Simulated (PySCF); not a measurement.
Sn(Cl)(SeH)3, SMILES [SeH][Sn]([SeH])([Cl])[SeH] at its B3LYP/def2-SVP optimised geometry (Å):

```
8

Cl    -1.5197    -2.2432     2.0156
Sn    -0.8193    -1.1966     0.0000
Se     1.7499    -1.1966     0.0000
Se    -1.7772    -2.5860    -1.9381
Se    -1.7556     1.1966     0.0000
H      1.7556     0.2158    -0.4327
H     -0.4682    -2.5456    -2.6216
H     -2.3029     0.9870    -1.3559
```

Calculation: B3LYP/def2-TZVP, def2 effective core potentials past Kr run with PySCF. The core electrons that the potentials of Sn replace are not part of the density. Cells within 0.4 Å of a nucleus heavier than hydrogen are left out (blank, or x).

Map of the electrostatic potential (hartree/e), clipped to [-0.08, 0.12] on the plane z = 0.0 Å:

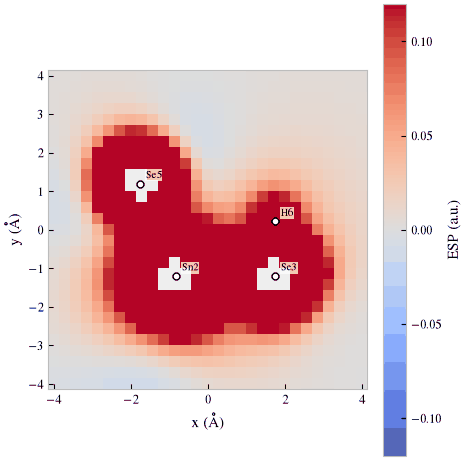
Figure. Electrostatic potential (hartree/e), clipped to [-0.08, 0.12] on the plane z = 0.0 Å.
